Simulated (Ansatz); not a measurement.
# TlInBr6: complex band structure, part 2 of 3

Aim: relax a made-up compound, TlInBr6, and see how good a tunnel barrier it would be. It is built by putting In for Ga, Br for F in the TlGaF6 structure of space group R-3, with the volume rescaled by atomic radii. The parent structure comes from the Materials Project.

Ansatz 0.2.0; LDA DFT, plane waves, PAW files (the session's first sound run).

So far. Step 2 (Relaxing the new crystal): The largest force component on a free atom ends at 0.0033 eV/Å.

The structure was built from a prototype and need not be the compound's stable phase.

## (3) The bulk crystal and its band edges

The energy window and the wavevectors of the next steps follow from the band edges, so these are searched first, off the mesh as well.

Input file input.yaml:

```yaml
crystal:
  lattice:
    - [3.2807022492, 1.8941143267, 6.054298439]
    - [-3.2807022492, 1.8941143267, 6.054298439]
    - [0.0, -3.7882286535, 6.054298439]
  atoms:
    - { symbol: Tl, position: [0.0, 0.0, 0.0] }
    - { symbol: In, position: [0.5, 0.5, 0.5] }
    - { symbol: Br, position: [0.7440023011, 0.4389685001, 0.0713444853] }
    - { symbol: Br, position: [0.0713444853, 0.7440023011, 0.4389685001] }
    - { symbol: Br, position: [0.4389685001, 0.0713444853, 0.7440023011] }
    - { symbol: Br, position: [0.9286555147, 0.2559976989, 0.5610314999] }
    - { symbol: Br, position: [0.5610314999, 0.9286555147, 0.2559976989] }
    - { symbol: Br, position: [0.2559976989, 0.5610314999, 0.9286555147] }
kpoints:
  mp_grid: { grid: [4, 4, 4] }
  band_path: { path: [VBM, CBM], npoints: 30 }
scf:
  occupations: { method: fixed }
hamiltonian:
  xc: lda
output:
  eigenvalues: true
  write_potential: true
  write_density: true
  volumetric_format: npy
  elf: true
```

On the command line:

```bash
ansatz run input.yaml --threads 2 --pin off --max-ram 4096MiB --backend cpu --events-out ev --progress --plain --runs-dir out
```

Numbers of over 12 decimals in the logs are rounded to 6 here.

The log of the run:

```text
[...]
Crystal: 8 atoms, lattice volume = 225.729 Å³
Basis set: ecut = 420 eV, 4377 PW (Γ)
Bands: 42, of which v1, the nominal top of the filled ones, is band 34 counted from 1 (33 counted from 0)
Symmetry: 6 space group operations
[...]
k-points: 14 of 64
[...]
SCF iter   1: F=—  HF=-32771.346943 eV  |F-HF|=—  |Δ(HF+E_count)|=         —  Δρ=5.03e-3  dr2=3.56e-2  ethr=1.77e-3  ⟨swp⟩=5.8  Hψ=2188  notcnv=0  defer=84
[...]
SCF iter   7: F=-32771.342126 eV  HF=-32771.342126 eV  |F-HF|=4.80e-10  |Δ(HF+E_count)|=   7.84e-8  Δρ=1.46e-6  dr2=6.09e-9  ethr=1.47e-10  ⟨swp⟩=12.2  Hψ=2466  notcnv=0
SCF 1 converged in 7 iterations: F = -32771.342126 eV  dr2 = 6.09e-9
[...]
NSCF: frozen V_eff on 40 k-points
[...]
SCF converged after 7 iterations
Free energy (F): -32771.342126 eV
[...]
Internal energy: -32771.342126 eV  (E = F + TS)
E sigma→0 (E₀):  -32771.342126 eV
Fermi energy:    3.970340 eV
[...]
--- Band table (eV; the first three rows and the last of 14) ---
  k-point 0: bands = [... 30 lower, 3.6784, 3.8219, 3.8219, 3.9703, 4.4910, 7.9385, 8.7198, 9.0476, ... 4 higher]
  k-point 1: bands = [... 30 lower, 3.4269, 3.6051, 3.8007, 3.9126, 5.1962, 7.0250, 9.1872, 9.4644, ... 4 higher]
  k-point 2: bands = [... 30 lower, 3.1718, 3.3046, 3.7768, 3.8233, 5.2618, 6.3925, 10.0746, 10.1332, ... 4 higher]
  k-point 13: bands = [... 30 lower, 3.6552, 3.6552, 3.7188, 3.7188, 5.2224, 6.4251, 9.8295, 10.0463, ... 4 higher]
```

Run time: 14 s. Hardware: 2 threads of Intel Xeon 6975P-C (Granite Rapids), shared host; peak memory 0.61 GiB; 27 s of CPU time.

This step gave:

- Fermi energy: 3.970 eV
- gap on the k-mesh: 0.5207 eV
- gap on path: 0.5207 eV, by band count; negative where bands overlap
- direct gap on path: 0.5207 eV
- edge places on path: 0, 0 1/A along the path

Levels at VBM (eV): -6.74, -4.12, -3.91, -3.91, -3.02, -2.78, -2.58, -2.32, -2.32, -0.93, -0.93, -0.89, -0.89, -0.29, -0.29, -0.15, -0.15, 0.00, 0.52, 3.97, 4.75, 5.08, 5.08, 6.78, 7.55.

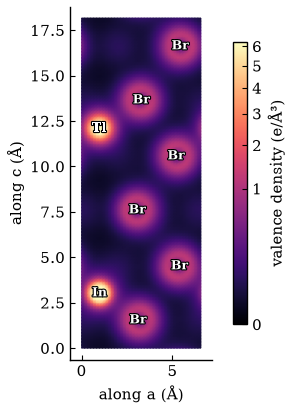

Valence density in the ac plane of the conventional cell at fractional y = 0.000, with atoms of Tl and In and Br within 0.2 Å of it. It is the smooth field of the valence electrons, not physical close to the nuclei. The map starts off the cell's origin, so that atoms lie inside it. The colour scale is stretched toward low values.

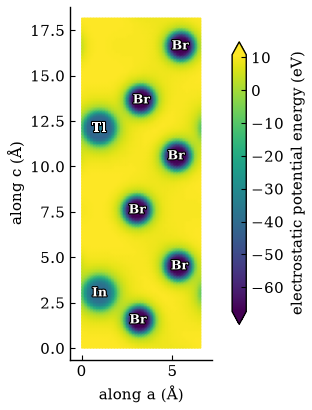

Electrostatic potential energy in the ac plane of the conventional cell at fractional y = 0.000, with atoms of Tl and In and Br within 0.2 Å of it. With pseudopotentials it is smooth inside the atoms' cores, unlike the true potential. The map starts off the cell's origin, so that atoms lie inside it.

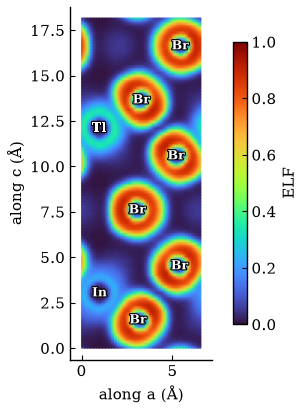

ELF in the ac plane of the conventional cell at fractional y = 0.000, with atoms of Tl and In and Br within 0.2 Å of it. It is the smooth field of the valence electrons, not physical close to the nuclei. The map starts off the cell's origin, so that atoms lie inside it.

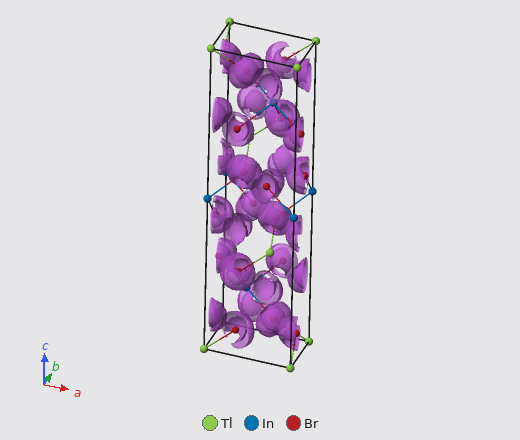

Surface of ELF = 0.83. Bonds to atoms that aren't drawn are left out.

The searched edges give 0.521 eV, as on the mesh.

## (4) Decaying states in the gap

This step: LDA DFT, plane waves, PAW files; complex bands by layer matching along the plane's normal (Ansatz 0.2.0).

The same crystal is laid in a cell whose first two vectors span the (001) plane (indices of the standard conventional cell, whose axes can be ordered otherwise than in the bulk input). At fixed energy and wavevector in the plane the solver finds all kz, real and complex. A few wavevectors are listed, (0, 0) and (0.5, 0) in units of the plane's reciprocal vectors; the slowest state needn't be among them.

Input file input.yaml:

```yaml
crystal:
  lattice:
    - [6.561404498, 0.0, 0.0]
    - [3.280702249, 5.68234298, 0.0]
    - [3.280702249, -1.894114327, 6.054298439]
  atoms:
    - { symbol: Tl, position: [0.0, 0.0, 0.0] }
    - { symbol: In, position: [0.0, 0.5, 0.5] }
    - { symbol: Br, position: [0.1829708012, 0.5610314999, 0.7456847135] }
    - { symbol: Br, position: [0.8153467864, 0.2559976989, 0.7456847135] }
    - { symbol: Br, position: [0.5103129854, 0.9286555147, 0.7456847135] }
    - { symbol: Br, position: [0.1846532136, 0.7440023011, 0.2543152865] }
    - { symbol: Br, position: [0.4896870146, 0.0713444853, 0.2543152865] }
    - { symbol: Br, position: [0.8170291988, 0.4389685001, 0.2543152865] }
kpoints:
  mp_grid: { grid: [6, 6, 6] }
scf:
  occupations: { method: fixed }
hamiltonian:
  xc: lda
output:
  eigenvalues: true
  transmission:
    leads: [[0, 0]]
    kpoints: [[0.0, 0.0], [0.5, 0.0]]
    e_range: [-1.0, 1.52]
    de: 0.05
```

The log of the run:

```text
[...]
Crystal: 8 atoms, lattice volume = 225.729 Å³
Basis set: ecut = 420 eV, 4377 PW (Γ)
Bands: 42, of which v1, the nominal top of the filled ones, is band 34 counted from 1 (33 counted from 0)
Symmetry: 6 space group operations
[...]
k-points: 40 of 216
[...]
SCF iter   1: F=—  HF=-32771.349410 eV  |F-HF|=—  |Δ(HF+E_count)|=         —  Δρ=5.03e-3  dr2=3.56e-2  ethr=1.77e-3  ⟨swp⟩=5.7  Hψ=6310  notcnv=0  defer=240
[...]
SCF iter   7: F=-32771.344440 eV  HF=-32771.344440 eV  |F-HF|=1.81e-9  |Δ(HF+E_count)|=   8.18e-8  Δρ=1.60e-6  dr2=7.91e-9  ethr=1.47e-10  ⟨swp⟩=12.8  Hψ=7284  notcnv=0
SCF 1 converged in 7 iterations: F = -32771.344440 eV  dr2 = 7.91e-9
[...]
transmission: 11 of 22 steps passed
transmission: 22 of 22 steps passed
SCF converged after 7 iterations
Free energy (F): -32771.344440 eV
[...]
Internal energy: -32771.344440 eV  (E = F + TS)
E sigma→0 (E₀):  -32771.344440 eV
Fermi energy:    3.969999 eV
[...]
--- Band table (eV; the first three rows and the last of 40) ---
  k-point 0: bands = [... 30 lower, 3.6781, 3.8215, 3.8215, 3.9700, 4.4911, 7.9384, 8.7199, 9.0478, ... 4 higher]
  k-point 1: bands = [... 30 lower, 3.6937, 3.6937, 3.7917, 3.7917, 4.7593, 7.5265, 9.0198, 9.2168, ... 4 higher]
  k-point 2: bands = [... 30 lower, 3.6826, 3.6826, 3.7197, 3.7197, 5.0385, 6.8314, 9.4813, 9.7764, ... 4 higher]
  k-point 39: bands = [... 30 lower, 3.4085, 3.4583, 3.7239, 3.7458, 5.2507, 6.4584, 9.2638, 9.3662, ... 4 higher]
--- Transmission ---
  basis      : 313 plane waves across, 11 finite elements along
  points     : 2, as listed
  energies   : 51 from -1.000000 to 1.500000 eV about the Fermi level, 0.050000 eV apart; the leads are filled to 0.260540 eV, and channels, transmission and decay are at 0.250000 eV
  crystal 0  : Br6Tl1In1, at the sites [0, 0], period 6.0543 Å: whole cells are its period
    offset         : up to 0.0000 Å between an atom of the period and one for which it stands
    channels       : 0.000000e0 a spin
    conductance    : none, the energies end too early or step too widely for 300 K: set another output.transmission.e_range or a lower de, or, where they end at an eighth of basis.ecutwfc, a higher one
    slowest decay  : 0.0759 /Å at (0.0000, 0.0000)
```

Run time: 60 s. Hardware: 2 threads; peak memory 1.2 GiB.

This step gave:

```
free energy                                               : -32771.3444 eV
gap on the k-mesh                                         : 0.5211 eV
level to which the leads are filled                       : 0.2605 eV from the Fermi level
decay constant at the filling level, zone centre          : 0.0759 Å⁻¹
decay constant at the filling level, slowest listed point : 0.0759 Å⁻¹
```

K parallel (0, 0); values up to 1.5 1/Å, a degenerate pair printed once or twice; energies at which all values exceed this have no row. The Im kz of the slowest decaying states by energy, zero at the highest filled level on the SCF mesh:

```
energy (eV)  decay 1 (Å⁻¹)  decay 2 (Å⁻¹)  decay 3 (Å⁻¹)  decay 4 (Å⁻¹)
    -1.0000          0.334           1.02           1.07           1.17
    -0.7500          0.347          0.869           1.03           1.15
    -0.5000          0.147          0.355          0.616          0.966
    -0.2500          0.192          0.192          0.358          0.818
     0.0000        0.00253          0.220          0.356          0.818
     0.2500         0.0759          0.270          0.350          0.905
     0.5000         0.0327          0.303          0.339          0.948
     0.7500          0.325          0.327          0.974           1.01
     1.0000          0.321          0.346          0.990          0.991
     1.2500          0.339          0.361          0.965           1.00
     1.5000          0.131          0.361          0.372          0.940
```

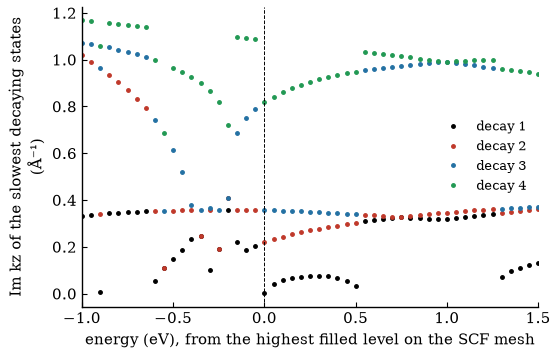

Im kz of the slowest decaying states, plotted against energy.

K parallel (0, 0). Table of Re kz of states that move upwards by energy, zero at the highest filled level on the SCF mesh:

```
energy (eV)  channel 1 (Å⁻¹)  channel 2 (Å⁻¹)  channel 3 (Å⁻¹)  channel 4 = channel 5 (Å⁻¹)
     -1.000           -0.467           -0.467           -0.313                      -0.0333
     -0.800           -0.386           -0.386           -0.261                       0.0444
     -0.600           -0.210                -                -                            -
     -0.400           -0.157                -                -                            -
     -0.200           -0.216           -0.216           -0.101                            -
      0.000                -                -                -                            -
      0.200                -                -                -                            -
      0.400                -                -                -                            -
      0.600           0.0729                -                -                            -
      0.800            0.179                -                -                            -
      1.000            0.301                -                -                            -
      1.200            0.439                -                -                            -
      1.400                -                -                -                            -
```

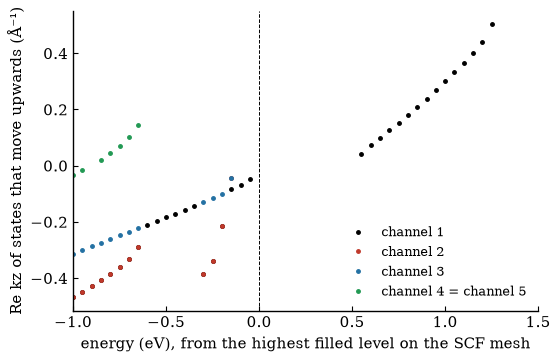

Re kz of states that move upwards, plotted against energy.

K parallel (0.5, 0); values up to 1.5 1/Å, a degenerate pair printed once or twice; energies at which all values exceed this have no row. Table of Im kz of the slowest decaying states by energy, zero at the highest filled level on the SCF mesh:

```csv
energy (eV),decay 1 (Å⁻¹),decay 2 (Å⁻¹),decay 3 (Å⁻¹),decay 4 (Å⁻¹)
-1.0000,0.036,0.0967,0.197,0.327
-0.7500,0.0931,0.0941,0.233,0.282
-0.5000,0.0189,0.107,0.219,0.266
-0.2500,0.0897,0.128,0.174,0.258
0.0000,0.208,0.226,0.237,0.248
0.2500,0.266,0.281,0.305,0.367
0.5000,0.272,0.323,0.344,0.421
0.7500,0.266,0.352,0.366,0.462
1.0000,0.242,0.373,0.378,0.493
1.2500,0.161,0.383,0.390,0.518
1.5000,0.272,0.381,0.402,0.537
```

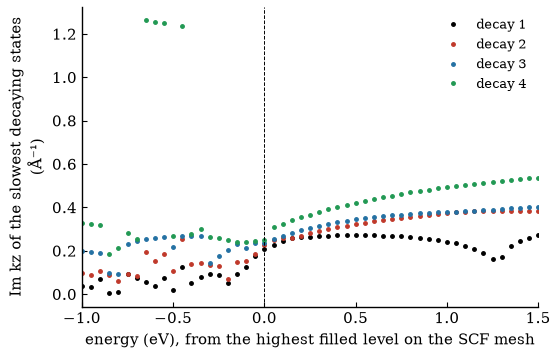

Im kz of the slowest decaying states against energy.

K parallel (0.5, 0). Re kz of states that move upwards against energy, zero at the highest filled level on the SCF mesh:

```csv
energy (eV),channel 1 (Å⁻¹),channel 2 (Å⁻¹),channel 3 (Å⁻¹),channel 4 (Å⁻¹)
-1.0000,-0.308,0.0929,0.359,-
-0.7500,-0.227,0.223,0.400,-
-0.5000,-0.443,-,-,-
-0.2500,0.0395,-,-,-
0.0000,-,-,-,-
0.2500,-,-,-,-
0.5000,-,-,-,-
0.7500,-,-,-,-
1.0000,-,-,-,-
1.2500,-,-,-,-
1.5000,-0.499,-,-,-
```

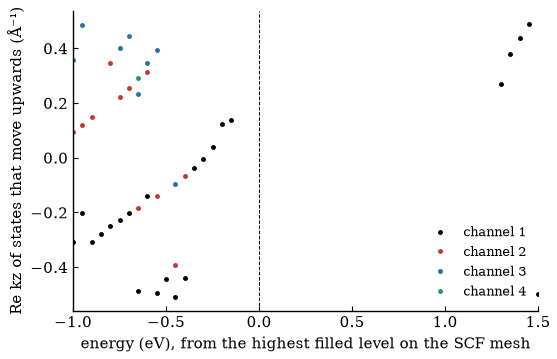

Re kz of states that move upwards against energy.

At the listed wavevectors the last open channel is at -0.05 eV and the next at +0.55 eV on the grid. At +0.25 eV, the grid energy nearest the filling level (the middle of the gap on the SCF mesh), the slowest state at the listed wavevectors decays with κ = 0.0759 Å⁻¹, its amplitude falling by e over 13 Å. Through 1 nm of this crystal that state's transmission falls by exp(−2 × 0.0759 Å⁻¹ × 10 Å) = 0.22.

## (5) Decay over the two-dimensional zone

The listed points could miss the slowest state, so one energy near mid-gap is solved on a mesh of 8×8.

Edit input.yaml of step 4 so:

```diff
@@ -22,6 +22,2 @@
   eigenvalues: true
-  transmission:
-    leads: [[0, 0]]
-    kpoints: [[0.0, 0.0], [0.5, 0.0]]
-    e_range: [-1.0, 1.52]
-    de: 0.05
+  transmission: { leads: [[0, 0]], kmesh: [8, 8], e_range: [0.26, 0.27], de: 0.05 }
```

The log of the run:

```text
[...]
Crystal: 8 atoms, lattice volume = 225.729 Å³
Basis set: ecut = 420 eV, 4377 PW (Γ)
Bands: 42, of which v1, the nominal top of the filled ones, is band 34 counted from 1 (33 counted from 0)
Symmetry: 6 space group operations
[...]
k-points: 40 of 216
[...]
SCF iter   1: F=—  HF=-32771.349410 eV  |F-HF|=—  |Δ(HF+E_count)|=         —  Δρ=5.03e-3  dr2=3.56e-2  ethr=1.77e-3  ⟨swp⟩=5.7  Hψ=6310  notcnv=0  defer=240
[...]
SCF iter   7: F=-32771.344440 eV  HF=-32771.344440 eV  |F-HF|=1.81e-9  |Δ(HF+E_count)|=   8.18e-8  Δρ=1.60e-6  dr2=7.91e-9  ethr=1.47e-10  ⟨swp⟩=12.8  Hψ=7284  notcnv=0
SCF 1 converged in 7 iterations: F = -32771.344440 eV  dr2 = 7.91e-9
[...]
transmission: 20 of 120 steps passed
transmission: 40 of 120 steps passed
[...]
transmission: 120 of 120 steps passed
SCF converged after 7 iterations
Free energy (F): -32771.344440 eV
[...]
Internal energy: -32771.344440 eV  (E = F + TS)
E sigma→0 (E₀):  -32771.344440 eV
Fermi energy:    3.969999 eV
[...]
--- Band table (eV; the first three rows and the last of 40) ---
  k-point 0: bands = [... 30 lower, 3.6781, 3.8215, 3.8215, 3.9700, 4.4911, 7.9384, 8.7199, 9.0478, ... 4 higher]
  k-point 1: bands = [... 30 lower, 3.6937, 3.6937, 3.7917, 3.7917, 4.7593, 7.5265, 9.0198, 9.2168, ... 4 higher]
  k-point 2: bands = [... 30 lower, 3.6826, 3.6826, 3.7197, 3.7197, 5.0385, 6.8314, 9.4813, 9.7764, ... 4 higher]
  k-point 39: bands = [... 30 lower, 3.4085, 3.4583, 3.7239, 3.7458, 5.2507, 6.4584, 9.2638, 9.3662, ... 4 higher]
--- Transmission ---
  basis      : 313 plane waves across, 10 finite elements along
  points     : 12, standing for a mesh of 8 x 8
  energies   : 1 from 0.260000 to 0.260000 eV about the Fermi level; the leads are filled to 0.260540 eV, and channels, transmission and decay are at 0.260000 eV
  crystal 0  : Br6Tl1In1, at the sites [0, 0], period 6.0543 Å: whole cells are its period
[...]
channels       : 0.000000e0 a spin
    conductance    : none, crystal 0 has no channel at the energies, or these end too early or step too widely for 300 K: set another output.transmission.e_range or a lower de, or, where they end at an eighth of basis.ecutwfc, a higher one
    slowest decay  : 0.0762 /Å at (0.0000, 0.0000)
```

Wall time 27 s (2 threads); peak memory 1.3 GiB.

This step gave:

```yaml
least_decay_constant_on_the_mesh: 0.0762 Å⁻¹
```

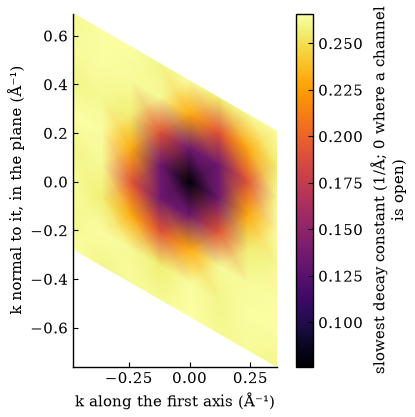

Slowest decay constant (1/Å; 0 where a channel is open) over k1 and k2. At 0.2600 eV from the Fermi level.

The least value on the mesh is 0.0762 Å⁻¹ at +0.26 eV. At that energy the listed points give about 0.0760 Å⁻¹ by interpolation, so the mesh holds no clearly slower state.

## (6) Band edges at another level, cutoff 500 eV

This step: r2SCAN DFT, plane waves, PAW files (Ansatz 0.2.0).

The edges again with r2SCAN, at the same atoms. Against that run the cutoff is 500 eV against 420.

Input file input.yaml:

```yaml
crystal:
  lattice:
    - [3.2807022492, 1.8941143267, 6.054298439]
    - [-3.2807022492, 1.8941143267, 6.054298439]
    - [0.0, -3.7882286535, 6.054298439]
  atoms:
    - { symbol: Tl, position: [0.0, 0.0, 0.0] }
    - { symbol: In, position: [0.5, 0.5, 0.5] }
    - { symbol: Br, position: [0.7440023011, 0.4389685001, 0.0713444853] }
    - { symbol: Br, position: [0.0713444853, 0.7440023011, 0.4389685001] }
    - { symbol: Br, position: [0.4389685001, 0.0713444853, 0.7440023011] }
    - { symbol: Br, position: [0.9286555147, 0.2559976989, 0.5610314999] }
    - { symbol: Br, position: [0.5610314999, 0.9286555147, 0.2559976989] }
    - { symbol: Br, position: [0.2559976989, 0.5610314999, 0.9286555147] }
kpoints:
  mp_grid: { grid: [4, 4, 4] }
  band_path: { path: [VBM, CBM], npoints: 30 }
scf:
  occupations: { method: fixed }
hamiltonian:
  xc: r2scan
output:
  eigenvalues: true
```

The log of the run:

```text
[...]
Crystal: 8 atoms, lattice volume = 225.729 Å³
Basis set: ecut = 500 eV, 5711 PW (Γ), exchange–correlation on 216×216×216 points (64 copies of the dense FFT grid, shifted against one another)
Bands: 42, of which v1, the nominal top of the filled ones, is band 34 counted from 1 (33 counted from 0)
Symmetry: 6 space group operations
[...]
k-points: 14 of 64
[...]
SCF iter   1: F=—  HF=-33833.222358 eV  |F-HF|=—  |Δ(HF+E_count)|=         —  Δρ=6.68e-3  dr2=9.38e-2  dr2_τ=4.99e-2  ethr=1.77e-3  ⟨swp⟩=5.9  Hψ=2138  notcnv=0  defer=84
[...]
SCF iter   6: F=-33833.238622 eV  HF=-33833.238622 eV  |F-HF|=5.48e-8  |Δ(HF+E_count)|=   6.41e-7  Δρ=6.14e-6  dr2=7.99e-8  dr2_τ=6.70e-9  ethr=1.47e-10  ⟨swp⟩=12.3  Hψ=3450  notcnv=0
SCF 1 converged in 6 iterations: F = -33833.238622 eV  dr2 = 7.99e-8
[...]
SCF converged after 6 iterations
Free energy (F): -33833.238622 eV
[...]
Internal energy: -33833.238622 eV  (E = F + TS)
E sigma→0 (E₀):  -33833.238622 eV
Fermi energy:    3.864733 eV
[...]
--- Band table (eV; the first three rows and the last of 14) ---
  k-point 0: bands = [... 30 lower, 3.5765, 3.7136, 3.7136, 3.8647, 4.8508, 8.4567, 9.4914, 9.7483, ... 4 higher]
  k-point 1: bands = [... 30 lower, 3.3257, 3.5088, 3.6940, 3.8070, 5.4513, 7.5661, 9.9388, 10.2029, ... 4 higher]
  k-point 2: bands = [... 30 lower, 3.0713, 3.2116, 3.6706, 3.7162, 5.5317, 6.9317, 10.7909, 10.8333, ... 4 higher]
  k-point 13: bands = [... 30 lower, 3.5508, 3.5508, 3.6173, 3.6173, 5.5339, 7.0042, 10.5755, 10.8317, ... 4 higher]
```

Wall time 24 s (2 threads); peak memory 1.1 GiB.

This step gave:

* free energy: -33833.2386 eV
* Fermi energy: 3.865 eV
* gap on the k-mesh: 0.9860 eV
* gap on path: 0.9860 eV, by band count; negative where bands overlap
* direct gap on path: 0.9860 eV

Levels at VBM (eV): -6.64, -3.89, -3.89, -3.89, -3.01, -2.74, -2.55, -2.29, -2.29, -0.94, -0.94, -0.86, -0.86, -0.29, -0.29, -0.15, -0.15, 0.00, 0.99, 4.59, 5.63, 5.88, 5.88, 7.80.

The searched edges give 0.986 eV, as on the mesh.

For the gap on the k-mesh, step 3 gave 0.521 eV; this run, with r2SCAN and cutoff 500 eV, gives 0.986 eV.

[end of part 2 of 3]

[Logs are printed without paths, hosts, clocks, repeated set-up lines and the standing remarks that a program may print on its own settings, such as how far it seeks lower states.]

[Hosts, paths, dates, database ids (printed as entryN), source tags and the programs' standing remarks are cut or masked in the printed files.]
